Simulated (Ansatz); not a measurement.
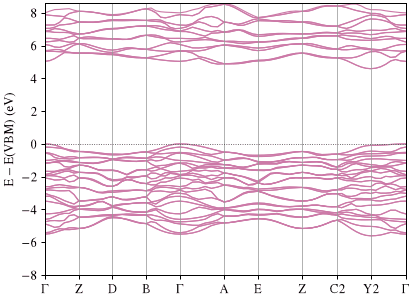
Figure: Band structure from DFT-r²SCAN with spin–orbit coupling in the program Ansatz with PAW potentials

Question: Read off the gap and where the band edges lie.

Answer: About 4.6 eV (4.59 eV by a search for the band edges); maximum at Γ, minimum at Y2.

The material is HfO$_{2}$ in space group P2_1/c (No. 14; Hf on 4e, O on 4e, O on 4e).

The r²SCAN relaxation kept the symmetry of its start. No spin polarisation was allowed.

Potentials: the earlier of the program's two PAW sets.
